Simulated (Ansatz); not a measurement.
Start from BaTiO3 (space group P4mm, No. 99; a = 3.973 Å, c = 4.112 Å). Axes: x, y, z lie along a, b, c of the conventional cell.

One thing is altered: uniaxial stress, 3 GPa compression along x, with the cell and atoms free to relax against it.

The values are results of r2SCAN/PAW in Ansatz (a program for electronic structure), no SOC, earlier PAW set, not measurements.

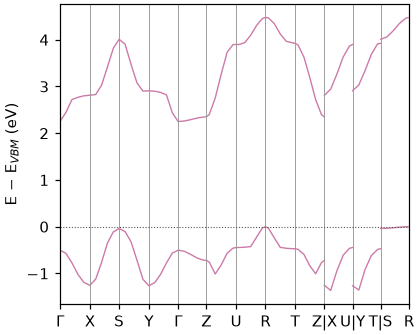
Fig. 1. Highest valence and lowest conduction band along the path of the changed cell's own zone

Question: From the figure, how large is the changed gap, and is it direct?

Answer: About 2.2 eV, indirect, R → Γ.

Load acts through the strain it causes; cell and atoms are relaxed under it. Beyond what the load breaks, stability against distortions was not tested. All final runs are without spin polarisation. Labels are those of the standard path for the cell's own space group.
